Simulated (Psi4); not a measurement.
# TPSS/def2-TZVP (sweep point 3) run of AlCl (aluminium monochloride)

Aim: the vertical ionisation energy of AlCl (aluminium monochloride) at TPSS/def2-TZVP (sweep point 3), from 2 runs. 

Program for the calculation: Psi4 1.11.

4 further runs of the same task are left out: 4 set aside as unsound or not needed.

## (1) The structure to begin with

The species is AlCl (2 atoms), meant as a singlet with charge 0. As SMILES, `[Al][Cl]`. The bond length is the measured one.

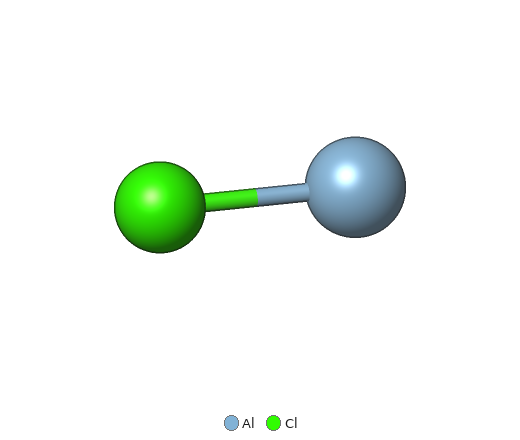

The structure, seen from a chosen angle (aluminium light blue, chlorine green).

## (2) A single-point energy at TPSS/def2-TZVP (sweep point 3)

Input file job.py:

```python
import psi4

psi4.set_memory(1600000000)
psi4.set_num_threads(1)
psi4.set_output_file('run.log', False)

molecule = psi4.geometry("""
Al     0.000000     0.000000     0.000000
Cl     0.000000     0.000000     2.130113
symmetry c1
""")

psi4.set_options(dict(puream=True, scf_type='pk', dft_radial_points=35, dft_spherical_points=110))

energy_value, wavefunction = psi4.energy('tpss/def2-TZVP', molecule=molecule, return_wfn=True)
print(f'tpss/def2-TZVP energy: {energy_value:.10f} Eh')
```

The run is started by

```bash
$ python job.py
```

run.log:

```text
[...]
  Running in c1 symmetry.
[...]
  Nuclear repulsion =   54.902328448335837
[...]
  Multiplicity = 1
[...]
  Nalpha       = 15
  Nbeta        = 15
[...]
    Number of basis functions: 74
[...]
   @RKS iter   1:  -702.67505629381913   -2.47575e-01   5.98413e-03 DIIS/ADIIS
[...]
   @RKS iter   8:  -702.73844653431490   -1.63732e-09   1.28204e-07 DIIS
[...]
    Orbital Energies [Eh]
    ---------------------
    Doubly Occupied:
       1A   -100.970640     2A    -55.652984     3A     -9.219395
       4A     -6.994315     5A     -6.992880     6A     -6.992880
       7A     -4.010895     8A     -2.580264     9A     -2.580264
      10A     -2.575407    11A     -0.745929    12A     -0.370089
      13A     -0.296146    14A     -0.296146    15A     -0.224409
[...]
  @RKS Final Energy:  -702.73844653431490
   => Energetics <=
    Nuclear Repulsion Energy =             54.9023284483358367
    One-Electron Energy =               -1082.3328972541376061
    Two-Electron Energy =                 371.6195993277530079
    DFT Exchange-Correlation Energy =     -46.9274770562660777
    Empirical Dispersion Energy =           0.0000000000000000
    VV10 Nonlocal Energy =                  0.0000000000000000
    Total Energy =                       -702.7384465343149031
[...]
 Multipole Moments:
 ------------------------------------------------------------------------------------
     Multipole            Electronic (a.u.)      Nuclear  (a.u.)        Total (a.u.)
 ------------------------------------------------------------------------------------
 L = 1.  Multiply by 2.5417464519 to convert [e a0] to [Debye]
 Dipole X            :         -0.0000000            0.0000000           -0.0000000
 Dipole Y            :          0.0000000            0.0000000            0.0000000
 Dipole Z            :         -0.7542759            0.2658241           -0.4884518
 Magnitude           :                                                    0.4884518
[...]
```

The script printed:

```text
tpss/def2-TZVP energy: -702.7384465343 Eh
```

It took 3.9 s on 1 thread of AMD EPYC 7R43 (Zen 3), shared host; peak memory 0.29 GiB.

## (3) The doublet cation, same level

Input file job.py:

```python
import psi4

psi4.set_memory('1600 MB')
psi4.set_num_threads(1)
psi4.core.set_output_file('output.dat', False)

geom = psi4.geometry("""
1 2
Al     0.000000     0.000000     0.000000
Cl     0.000000     0.000000     2.130113
symmetry c1
""")

psi4.set_options(dict(reference='uks', puream=True, scf_type='pk', dft_radial_points=35, dft_spherical_points=110, maxiter=150))

result, w = psi4.energy("tpss/def2-TZVP", return_wfn=True)
print(f'tpss/def2-TZVP energy: {result:.10f} Eh')
for k, v in sorted(psi4.core.scalar_variables().items()):
    print(f'{k:45s} {v:18.10f}')
```

The run is started by

```bash
$ python job.py
```

output.dat:

```text
[...]
  Running in c1 symmetry.
[...]
  Nuclear repulsion =   54.902328448335837
[...]
  Multiplicity = 2
[...]
  Nalpha       = 15
  Nbeta        = 14
[...]
    Number of basis functions: 74
[...]
   @UKS iter   1:  -702.34877942065998    7.87017e-02   5.23392e-03 ADIIS/DIIS
[...]
   @UKS iter   9:  -702.40411311003106   -1.53649e-07   8.05082e-07 DIIS
[...]
   @S^2 Observed:                7.525762819E-01
[...]
    Orbital Energies [Eh]
    ---------------------
    Alpha Occupied:
       1A   -101.226650     2A    -55.985622     3A     -9.471794
       4A     -7.251985     5A     -7.243624     6A     -7.243624
       7A     -4.338300     8A     -2.907964     9A     -2.907964
      10A     -2.903293    11A     -0.989077    12A     -0.626436
      13A     -0.525578    14A     -0.525578    15A     -0.509611
    Alpha Virtual:
      16A     -0.336343    17A     -0.336343    18A     -0.238169
      19A     -0.103707    20A     -0.099627    21A     -0.099611
      22A     -0.087305    23A     -0.087305    24A     -0.050286
      25A     -0.025142    26A     -0.025142    27A     -0.001409
[...]
  @UKS Final Energy:  -702.40411311003106
   => Energetics <=
    Nuclear Repulsion Energy =             54.9023284483358367
    One-Electron Energy =               -1074.1020410431251548
    Two-Electron Energy =                 363.4699578042254871
    DFT Exchange-Correlation Energy =     -46.6743583194673093
    Empirical Dispersion Energy =           0.0000000000000000
    VV10 Nonlocal Energy =                  0.0000000000000000
    Total Energy =                       -702.4041131100310622
[...]
 Multipole Moments:
 ------------------------------------------------------------------------------------
     Multipole            Electronic (a.u.)      Nuclear  (a.u.)        Total (a.u.)
 ------------------------------------------------------------------------------------
 L = 1.  Multiply by 2.5417464519 to convert [e a0] to [Debye]
 Dipole X            :          0.0000000            0.0000000            0.0000000
 Dipole Y            :          0.0000000            0.0000000            0.0000000
 Dipole Z            :         -2.5689285            0.2658241           -2.3031043
 Magnitude           :                                                    2.3031043
[...]
```

On the terminal:

```text
tpss/def2-TZVP energy: -702.4041131100 Eh
CURRENT ENERGY                                   -702.4041131100
CURRENT REFERENCE ENERGY                         -702.4041131100
DD SOLVATION ENERGY                                 0.0000000000
DFT FUNCTIONAL TOTAL ENERGY                      -702.4041131100
DFT TOTAL ENERGY                                 -702.4041131100
DFT VV10 ENERGY                                     0.0000000000
DFT XC ENERGY                                     -46.6743583195
GRID ELECTRONS ALPHA                               15.0000875599
GRID ELECTRONS BETA                                14.0000867754
GRID ELECTRONS TOTAL                               29.0001743353
NUCLEAR REPULSION ENERGY                           54.9023284483
ONE-ELECTRON ENERGY                             -1074.1020410431
PCM POLARIZATION ENERGY                             0.0000000000
PE ENERGY                                           0.0000000000
SCF ITERATION ENERGY                             -702.4041131100
SCF ITERATIONS                                      9.0000000000
SCF TOTAL ENERGY                                 -702.4041131100
TWO-ELECTRON ENERGY                               363.4699578042
XC GRID RADIAL POINTS                              35.0000000000
XC GRID SPHERICAL POINTS                          110.0000000000
XC GRID TOTAL POINTS                             7354.0000000000
```

Run time: 4.5 s. Hardware: 1 thread of AMD EPYC 7R43 (Zen 3), shared host; peak memory 0.29 GiB.

## (4) Outcome

Level: TPSS/def2-TZVP (sweep point 3).

```
                                          quantity          value
                        singlet AlCl: total energy  -702.73845 Eh
                       singlet AlCl: dipole moment         1.24 D
                         singlet AlCl: HOMO energy       -6.11 eV
                         singlet AlCl: LUMO energy       -2.28 eV
                       singlet AlCl: HOMO–LUMO gap        3.83 eV
                      doublet cation: total energy  -702.40411 Eh
doublet cation: HOMO energy (highest over α and β)      -13.87 eV
 doublet cation: LUMO energy (lowest over α and β)      -12.31 eV
                              doublet cation: ⟨S²⟩          0.753
vertical ionisation energy (to the doublet cation)       9.098 eV
```

Removing an electron at fixed nuclei costs 9.10 eV (878 kJ/mol). The negative HOMO energy of the first species, 6.11 eV, lies 2.99 eV below that difference.
